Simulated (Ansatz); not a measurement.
**Al (P6_3/mmc): single point, by script**

Wanted for Al (P6_3/mmc): a single point.

This is Al in the hcp structure; at room conditions it is fcc.

Computed with Ansatz 0.2.0, driven from Python. Level of theory: DFT r2SCAN+D4, plane waves, PAW.

### 1 The structure

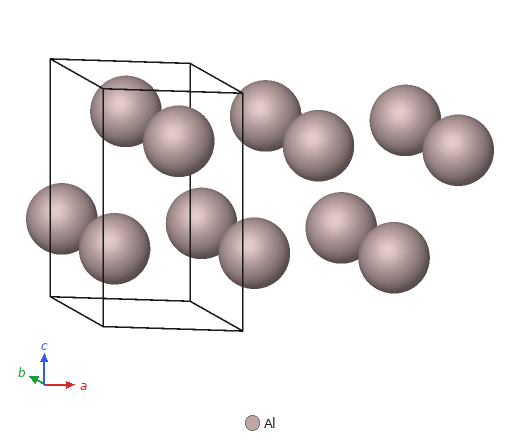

The starting structure, viewed slightly off an axis; aluminium light grey. 3×2×1 cells are drawn. Atoms on cell faces are repeated.

The script holds or builds the structure itself.

### 2 Script

al.py reads:

```python
from pathlib import Path

import ansatz
from ase.data import atomic_numbers
import matplotlib.pyplot as plt
import numpy as np
from pymatgen.core import Structure
from scipy.ndimage import map_coordinates
import spglib


def main() -> None:
    lattice = ansatz.Lattice.of(
        (2.812455, 0.0, 0.0),
        (-1.406228, 2.435658, 0.0),
        (0.0, 0.0, 4.86685),
    )
    sites = [
        ('Al', (2 / 3, 1 / 3, 0.75)),
        ('Al', (1 / 3, 2 / 3, 0.25)),
    ]
    xtal = ansatz.Crystal(lattice=lattice)
    for symbol, position in sites:
        xtal = xtal.atom(symbol, position)

    setup = xtal.calculation()
    setup = setup.functional('r2SCAN', dispersion='D4')
    setup = setup.basis(20 * ansatz.Ha)
    setup = setup.kpoints(mesh=(9, 9, 5), center='gamma').occupations('fermi_dirac', width=0.05)
    setup = setup.scf(tolerance=1e-07).density()
    setup = setup.potential()
    setup = setup.electron_localization_function()
    setup = setup.output_files(volumetric_format='npy')
    setup = setup.density_of_states(energy_step=0.05, method='smearing', broadening_width=0.15, projected=True)
    session = setup.session()
    planned = session.plan(threads=1)
    outcome = planned.execute()
    summary = outcome.report

    for key in ('converged', 'n_iterations', 'n_electrons', 'n_kpoints', 'n_pw', 'n_symmetry_ops', 'free_energy_ev', 'fermi_energy_ev'):
        print(f'{key:18s} {summary[key]}')

    folder = Path(outcome.write_results('fields'))
    print('densities in e/A^3, potentials in eV, ELF without unit')
    for name in sorted(p.name for p in folder.glob('*.npy')):
        field = np.load(folder / name)
        print(f'{name:16s} {str(field.shape):16s} min {field.min():10.4f}  mean {field.mean():10.4f}  max {field.max():10.4f}')

    dos = outcome.density_of_states()
    energy = np.asarray(dos.energies_ev) - dos.fermi_ev
    projected = outcome.projected_density_of_states()
    fig, ax = plt.subplots(figsize=(5, 3.4))
    for name in sorted({site.species for site in projected.sites}):
        curve = sum(np.sum(part.g_bin_mean_per_ev, axis=0) for site in projected.sites if site.species == name for shell in site.shells for part in shell.curves)
        ax.plot(energy, curve, label=name)
        window = (energy > -4) & (energy <= 0)
        print(f'{name}: {curve[window].sum() * (energy[1] - energy[0]):.3f} projected states in the 4 eV under E_F')
    ax.set(xlim=(-8, 6), xlabel='E - E_F (eV)', ylabel='states/eV')
    ax.legend()
    fig.savefig('pdos.png', dpi=100)

    final = Structure(outcome.lattice.cell_ang, [s.symbol for s in outcome.lattice.sites], [s.position_frac for s in outcome.lattice.sites])
    rho = outcome.density()
    total = sum(channel.density_e_per_ang3 for channel in rho.channels[:2])
    grid_cell = np.asarray(rho.fft_grid_basis) @ outcome.lattice.cell_ang
    partner = min(final.get_neighbors(final[0], 5.0), key=lambda n: n.nn_distance)
    line = np.linspace(final[0].coords, partner.coords, 13)
    points = (line @ np.linalg.inv(grid_cell)) * rho.dims
    values = map_coordinates(total, points.T, order=3, mode='grid-wrap')
    print(f'from {final[0].specie} to {partner.specie}, {partner.nn_distance:.3f} A')
    for t, value in zip(np.linspace(0, partner.nn_distance, 13), values):
        print(f'{t:7.3f} A  {value:9.4f} e/A^3')

    spg_cell = (outcome.lattice.cell_ang, [s.position_frac for s in outcome.lattice.sites], [atomic_numbers[s.symbol] for s in outcome.lattice.sites])
    for tolerance in (1e-5, 1e-3, 1e-1):
        print(f'symprec {tolerance:g} A: {spglib.get_spacegroup(spg_cell, symprec=tolerance)}')
    print('operations used by the run:', summary['n_symmetry_ops'])


if __name__ == '__main__':
    main()
```

### 3 The calls as engine input

The engine receives this input:

```yaml
crystal:
  lattice:
    - [2.812455, 0.0, 0.0]
    - [-1.406228, 2.435658, 0.0]
    - [0.0, 0.0, 4.86685]
  atoms:
    - { symbol: Al, position: [0.6666666666666666, 0.3333333333333333, 0.75] }
    - { symbol: Al, position: [0.3333333333333333, 0.6666666666666666, 0.25] }
basis:
  ecutwfc: 544.22772491976
kpoints:
  mp_grid:
    grid: [9, 9, 5]
    shift: [0.0, 0.0, 0.0]
hamiltonian:
  xc: r2scan
  dispersion: d4
scf:
  convergence:
    dr2_threshold: 1.0e-07
  occupations:
    method: fermi_dirac
    width: 0.05
output:
  write_density: true
  write_potential: true
  volumetric_format: npy
  elf: true
  dos:
    de: 0.05
    method:
      smearing:
        sigma: 0.15
    projected: true
```

### 4 Launch

The run is started by

```
python al.py
```

Output:

```text
converged          True
n_iterations       6
n_electrons        6.0
n_kpoints          36
n_pw               991
n_symmetry_ops     24
free_energy_ev     -1080.9867371227424
fermi_energy_ev    7.923403766183612
densities in e/A^3, potentials in eV, ELF without unit
elf.npy          (24, 24, 40)     min     0.0234  mean     0.4902  max     0.6584
rho.npy          (24, 24, 40)     min     0.0582  mean     0.1800  max     0.2249
v_es.npy         (24, 24, 40)     min   -11.3527  mean     3.2657  max    10.6033
v_tot.npy        (24, 24, 40)     min   -22.8526  mean    -7.3412  max     1.3882
Al: 2.659 projected states in the 4 eV under E_F
from Al to Al, 2.812 A
  0.000 A     0.0582 e/A^3
  0.234 A     0.0633 e/A^3
  0.469 A     0.0895 e/A^3
  0.703 A     0.1648 e/A^3
  0.937 A     0.2171 e/A^3
  1.172 A     0.2202 e/A^3
  1.406 A     0.2143 e/A^3
  1.641 A     0.2202 e/A^3
  1.875 A     0.2171 e/A^3
  2.109 A     0.1648 e/A^3
  2.344 A     0.0895 e/A^3
  2.578 A     0.0633 e/A^3
  2.812 A     0.0582 e/A^3
symprec 1e-05 A: P6_3/mmc (194)
symprec 0.001 A: P6_3/mmc (194)
symprec 0.1 A: P6_3/mmc (194)
operations used by the run: 24
```

Wall time 3 s (1 thread of Arm Neoverse V2, shared host); peak memory 0.46 GiB.

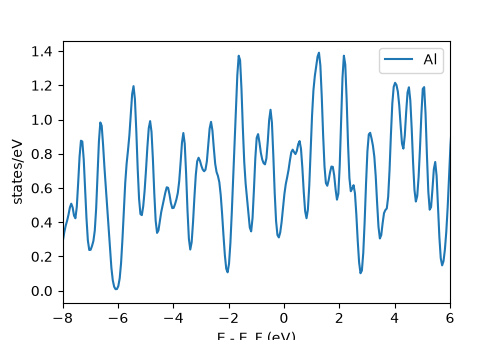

pdos.png, as the script drew it.

### 5 What the engine kept of the run

From the engine's report, whether the script printed it or not:

```csv
item,value
SCF cycles in all,6
k-points solved,36
plane waves,991
bands,7
valence electrons,6
free energy (eV),-1080.98674
Fermi level (eV),7.923
"lowest empty less highest filled level on the mesh, by band count (eV)",-4.872
```

### 6 The density of states that the run wrote

From dos.tsv among the run's results, states per cell in windows of 2 eV from the Fermi level (on a coarse mesh the curve is spiky, and it ends where the bands solved end):

```csv
from,to,states
-10,-8,0.70
-8,-6,0.95
-6,-4,1.25
-4,-2,1.26
-2,0,1.49
0,2,1.71
2,4,1.55
4,6,1.85
6,8,1.56
```

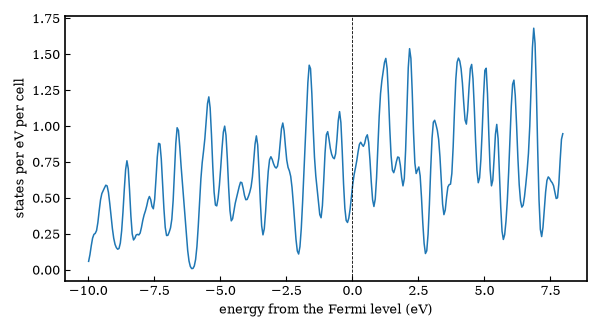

Density of states.

### 7 Density on the grid

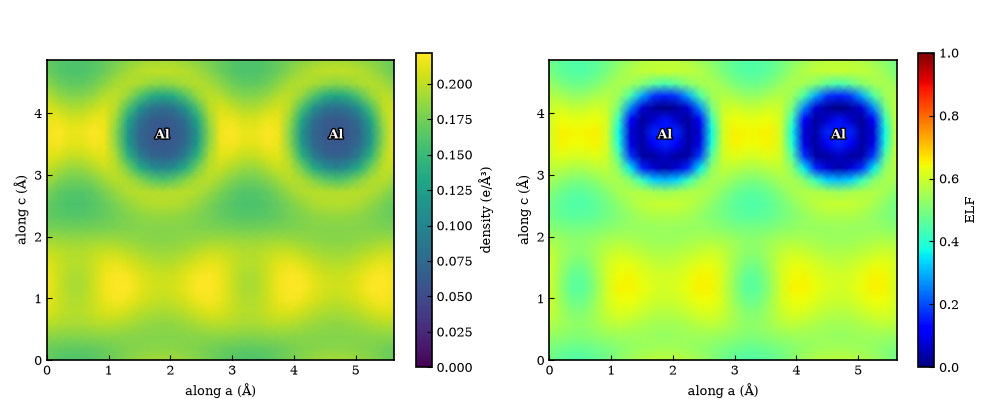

Density (left) and ELF (right) in a lattice plane of the grid's cell (edges 2.81 and 4.87 Å, at 0.333 of the third edge), which holds Al. Only atoms in the plane are labelled. Both are smooth fields of the valence electrons: close to the nuclei they are not physical.

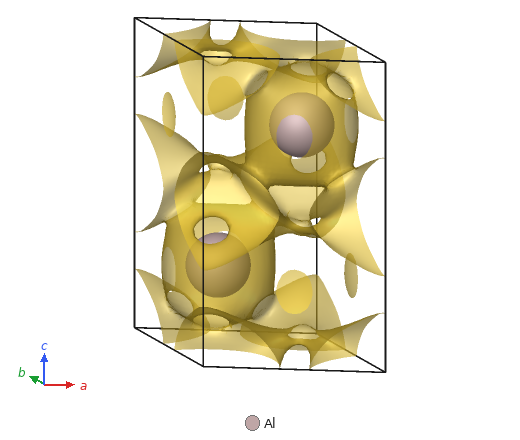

Surface of ELF = 0.54, drawn in one cell.

Outside the cores ELF peaks at 0.66 on the Al–Al line, 1.2 Å from Al; 0.60 beside Al, off the lines to its neighbours, 1.1 Å from Al; 0.59 in the shell around Al, 1.1 Å from Al.

### 8 Outcome

| quantity | value |
| --- | --- |
| free energy | -1080.9867 eV (-540.4934 eV/atom) |
| gap on the mesh | none |
| highest ELF outside the cores | 0.66, on the Al–Al line |

In words: The mesh shows no gap. For a metal this k-point mesh is coarse: on a finer one energies can move by several to tens of meV an atom and pressures by half a GPa or more, differences at one mesh by less. The zero of the levels is a convention of the potentials, so an absolute Fermi energy is no work function. Projections exist only for the shells that the potentials hold, some of them semicore, and samples at single energies can miss narrow peaks. Densities and potentials on the grid are those of the valence electrons, and inside the cores they hang on the potentials used. This isn't the structure that Al takes at ambient conditions. The computed bands are complete only to about 3.9 eV above the Fermi level; beyond that the density of states is undercounted.
